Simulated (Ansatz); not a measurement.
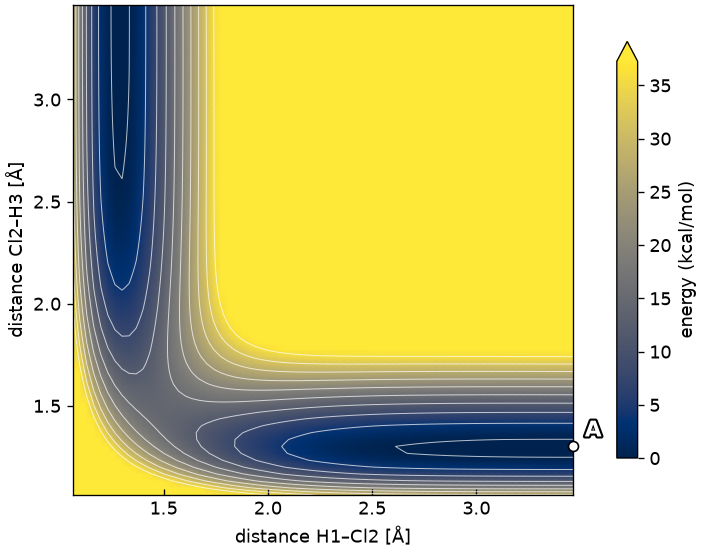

The system H + ClH, spin multiplicity 2. The first coordinate is: distance H1–Cl2; the second: distance Cl2–H3. Nothing is relaxed (the angle H1–Cl2–H3 is fixed at 160 degrees). The grid has 17 × 17 points; 153 points were computed and 136 follow by symmetry. Points are written as (first, second). All energies are given in kcal/mol relative to the lowest grid point. In part of the range the unrestricted reference is strongly spin-contaminated. The calculation used UKS PBE0-D4/def2-SVPD (Ansatz 0.2.0).

The picture shows a smooth colour map with a few white contour lines, one colour for all values above the top of the scale, the point A. Between grid points the surface is interpolated.

Question: Find the lowest path from A to the other arm of the map, and its barrier.

Answer: The easiest path runs from the side where the first distance is long, about (3.46 Å, 1.30 Å), to the side where the second distance is long, about (1.30 Å, 3.46 Å). Its highest point, at about (1.50 Å, 1.50 Å), lies about 15 kcal/mol above the start and 15 kcal/mol above the end on the interpolated surface. An end on the edge of the scan is no minimum, so the barrier from there is a lower bound.

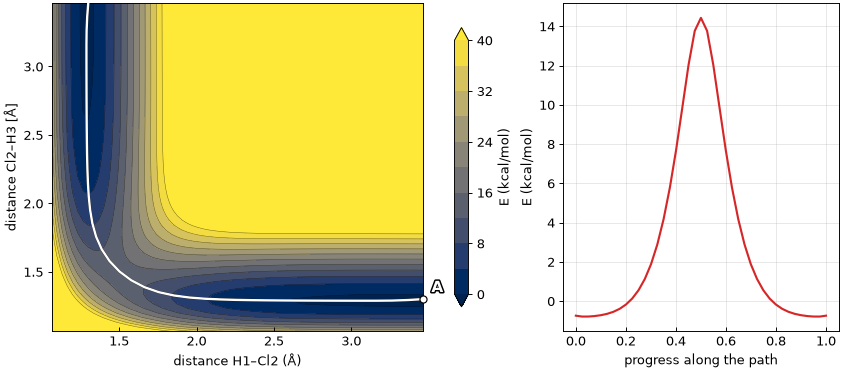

The picture shows filled contours, a line along the lowest path, one colour for all values above the top of the scale, the energy along the path at the right. Between grid points the surface is interpolated.
